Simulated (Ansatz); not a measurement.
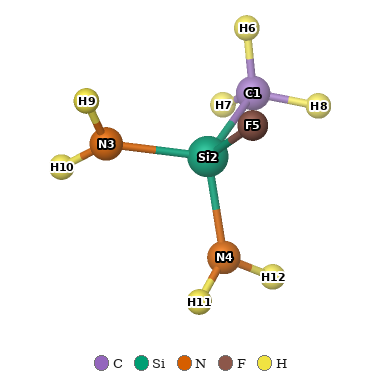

The system is CH₇FN₂Si (SMILES C[Si](N)(N)F) with the probe Cl-; the picture shows it without the atoms that are moved over the map. The probe is moved over a plane parallel to the molecule's main plane, 4.94 Å above it. Coordinates scanned: (1) x of the probe's Cl atom; (2) y of the probe's Cl atom. Nothing is relaxed (molecule and probe rigid). The grid has 13 × 13 points. Points are written as (first, second). Energies are in kcal/mol, from molecule and probe far apart, each relaxed in its own basis (no counterpoise correction). These are results of Ansatz 0.2.0, RHF/def2-SVPD, not measurements.

Range: x of the probe's Cl atom from −3.66 to 3.66 Å; y of the probe's Cl atom from −3.66 to 3.66 Å.

Question: Predict the map.

Answer: The lowest grid point is at (−1.83 Å, 0.61 Å) [nearest 1 H at 3.17 Å], −6.69 kcal/mol from molecule and probe far apart, each relaxed in its own basis (no counterpoise correction). It is the only kind of minimum in the scanned range. The highest grid point, (3.66 Å, −3.66 Å), lies 5.64 kcal/mol above the lowest. Near the minimum the curvatures are about 0.049 and 0.073 eV/Å² along the soft and the stiff direction.

| y of the probe's Cl atom ↓, x of the probe's Cl atom → | −3.66 | −3.05 | −2.44 | −1.83 | −1.22 | −0.61 | 0.00 | 0.61 | 1.22 | 1.83 | 2.44 | 3.05 | 3.66 |
| --- | --- | --- | --- | --- | --- | --- | --- | --- | --- | --- | --- | --- | --- |
| 3.66 | −2.52 | −2.73 | −2.87 | −2.93 | −2.91 | −2.83 | −2.73 | −2.62 | −2.51 | −2.40 | −2.25 | −2.07 | −1.87 |
| 3.05 | −2.95 | −3.27 | −3.49 | −3.60 | −3.57 | −3.44 | −3.28 | −3.11 | −2.95 | −2.79 | −2.59 | −2.34 | −2.07 |
| 2.44 | −3.47 | −3.93 | −4.28 | −4.44 | −4.40 | −4.20 | −3.93 | −3.68 | −3.46 | −3.22 | −2.95 | −2.63 | −2.28 |
| 1.83 | −4.02 | −4.66 | −5.15 | −5.38 | −5.30 | −4.99 | −4.60 | −4.24 | −3.92 | −3.62 | −3.28 | −2.88 | −2.46 |
| 1.22 | −4.53 | −5.33 | −5.95 | −6.21 | −6.06 | −5.62 | −5.11 | −4.63 | −4.23 | −3.86 | −3.47 | −3.02 | −2.55 |
| 0.61 | −4.88 | −5.78 | −6.45 | −6.69 | −6.44 | −5.88 | −5.27 | −4.73 | −4.27 | −3.87 | −3.45 | −3.00 | −2.52 |
| 0.00 | −4.98 | −5.88 | −6.51 | −6.65 | −6.30 | −5.69 | −5.06 | −4.52 | −4.07 | −3.66 | −3.26 | −2.83 | −2.38 |
| −0.61 | −4.83 | −5.63 | −6.14 | −6.18 | −5.79 | −5.18 | −4.60 | −4.11 | −3.70 | −3.32 | −2.95 | −2.57 | −2.17 |
| −1.22 | −4.48 | −5.16 | −5.55 | −5.53 | −5.15 | −4.60 | −4.08 | −3.65 | −3.28 | −2.95 | −2.62 | −2.28 | −1.92 |
| −1.83 | −4.03 | −4.57 | −4.88 | −4.85 | −4.53 | −4.06 | −3.60 | −3.21 | −2.89 | −2.59 | −2.30 | −1.99 | −1.69 |
| −2.44 | −3.53 | −3.96 | −4.21 | −4.19 | −3.95 | −3.57 | −3.17 | −2.82 | −2.53 | −2.26 | −1.99 | −1.73 | −1.46 |
| −3.05 | −3.03 | −3.36 | −3.56 | −3.56 | −3.38 | −3.08 | −2.76 | −2.45 | −2.18 | −1.94 | −1.71 | −1.47 | −1.25 |
| −3.66 | −2.54 | −2.80 | −2.95 | −2.95 | −2.82 | −2.60 | −2.34 | −2.09 | −1.85 | −1.64 | −1.43 | −1.23 | −1.04 |

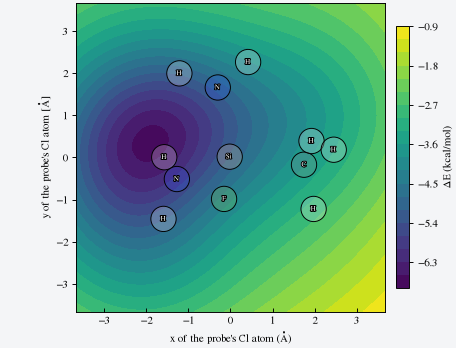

In the figure: filled contours, labelled circles for the molecule's atoms, projected on the plane. Between grid points the surface is interpolated.

Time for the 169 points that were run: 55 min on 1 thread of Arm Neoverse N1 (shared host).
